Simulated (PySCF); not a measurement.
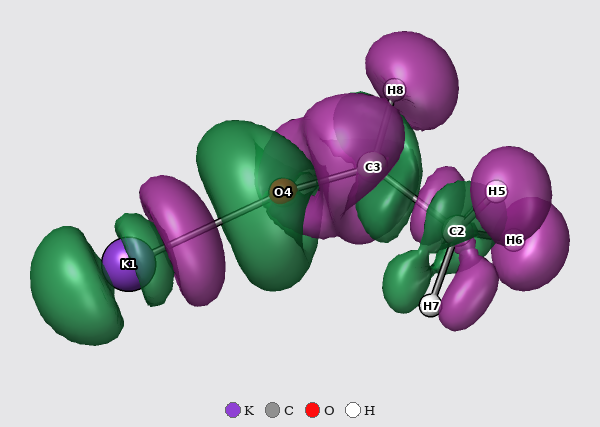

*C2H4KO, charge +1, SMILES `[K+].CC=O`. Density of the complex less the densities of the two fragments at the same geometry, ±0.008 e/Å³ (green: gain, purple: loss). Fragment A: K(+1) (atom 1); fragment B: H4C2O.*

PySCF calculation, HF/def2-SVPD, gas phase; geometry: GFN2-xTB. GFN2-xTB bond lengths at metals and heavier atoms can be off by up to 0.1 Å and shapes distorted, which carries into these values.

Which way does charge flow?

Hirshfeld charges show 0.029 e passing from B to A. By Hirshfeld charges, electrons gather most on O4 (−0.106 e) and leave C3 most (+0.047 e); 0.26 e is displaced in all.

What is the interaction energy, and which contacts carry it?

The counterpoise-corrected interaction energy of the frozen fragments is −16.9 kcal/mol without dispersion correction and −20.3 kcal/mol with D3(BJ). D3 uses neutral-atom coefficients and tends to overbind metal cations. The pair geometry is semi-empirical, not a minimum at this level. Contacts: K1···O4, 2.23 Å, ρ = 0.045 a.u. The pose is a local one from a semi-empirical search, not shown to be the most stable.
